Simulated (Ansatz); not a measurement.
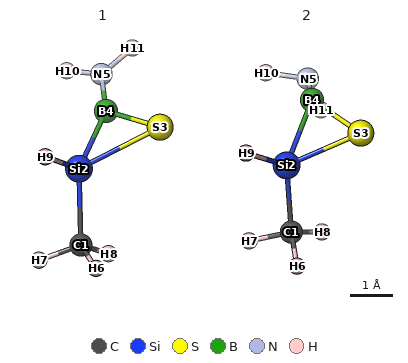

Two geometries of CH₆BNSSi (coarse preliminary run), drawn at one scale. One is the start of a relaxation, the other its converged end. Style: ball-and-stick. Shown from a free direction.

Method: Ansatz 0.2.0, RKS PBE-D4/def2-SVP. Settings: force threshold 0.03 eV/Å; at most 200 steps.

> Which one is relaxed?

Structure 1 is the relaxed one. The start comes from a force field. H11 moves most after the best rigid fit: 1.60 Å. Largest moves by element: H 1.60 Å, S 0.50 Å, B 0.41 Å, C 0.40 Å, Si 0.30 Å, N 0.13 Å. Near-neighbour distances that change, for instance: Si2–S3 1.976 → 2.213 Å, S3–B4 1.980 → 1.822 Å, B4–N5 1.519 → 1.395 Å, Si2–B4 2.054 → 1.943 Å. Bond angles that change, for instance: B4–N5–H10 104.1° → 122.8°, B4–N5–H11 107.3° → 123.0°, Si2–B4–N5 140.0° → 153.9°. Groups turn about S3–B4 by about 45°. The energy falls by 223.2 kJ/mol in 13 geometry steps. Largest force component: 3.9 eV/Å at the start, 0.0083 eV/Å at the end.
